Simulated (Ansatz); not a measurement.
## Electronic structure of CH₄NSn (SMILES C=[N][SnH2-]) (charge −1) in real space

```csv
atom,x (Å),y (Å),z (Å)
C,0.7230,0.4957,-0.3569
N,-0.0132,-0.0824,-1.1945
Sn,-2.1903,0.1243,-1.1169
H,1.8386,0.4513,-0.4347
H,0.3539,1.0834,0.5208
H,-2.1692,0.7693,0.5830
H,-2.4066,-1.5678,-0.5387
```

Geometry: PBE0-D3(BJ)/def2-SVPD; core potentials replace the inner electrons of Sn.

All numbers below come from isolated molecule in a Gaussian basis; Kohn-Sham density functional theory, functional PBE0 (Ansatz).

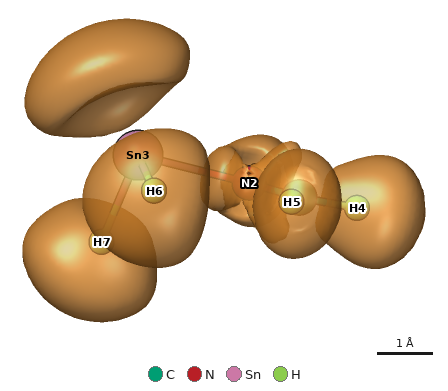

Figure 1. Isosurface of the ELF at 0.75 (orange), seen from one side. Core shells and regions of very low density are left out.

Identify the bonds, lone pairs and shells in this picture.

The ELF exceeds this value in four regions around hydrogen nuclei, one region on N in which the atom's valence shell and bonds are merged and one lobe on Sn, pointing away from the bonds (lone pairs). Along the contacts the grid gives the following. C–N (1.26 Å): the ELF peaks at about 0.90 between the atoms: a multiple bond. Sn–N (2.19 Å): the ELF peaks at about 0.90 in the valence shell of N, 0.7 Å from its nucleus, and drops to about 0.15 between the two atoms.

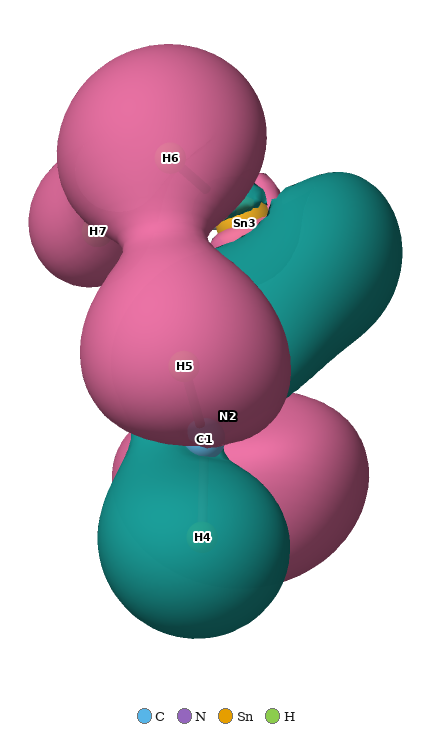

Figure 2. The HOMO−1 at ±0.06 Å⁻³ᐟ² (teal and pink are the two phases), seen at an oblique angle.

What is the character of this orbital?

It lies mainly on N2 (about 50 %), Sn3 (about 15 %), C1 (about 10 %), H6 (about 10 %) and H5 (about 5 %). Its energy is −1.55 eV.
